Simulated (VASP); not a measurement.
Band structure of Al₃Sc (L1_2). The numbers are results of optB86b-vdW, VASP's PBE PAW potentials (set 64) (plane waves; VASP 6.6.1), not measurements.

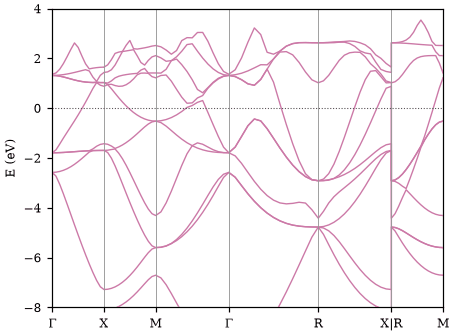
Figure. Bands along high-symmetry lines, zero at the valence-band maximum or, without a gap, the Fermi level

Question: Read the plot: is there a gap, and where are the band edges?

Answer: It has no gap at this level: it comes out as a metal or semimetal. (Edges off the drawn lines would not show.)

The compound is Al3Sc in the L1_2 structure. It was relaxed first.
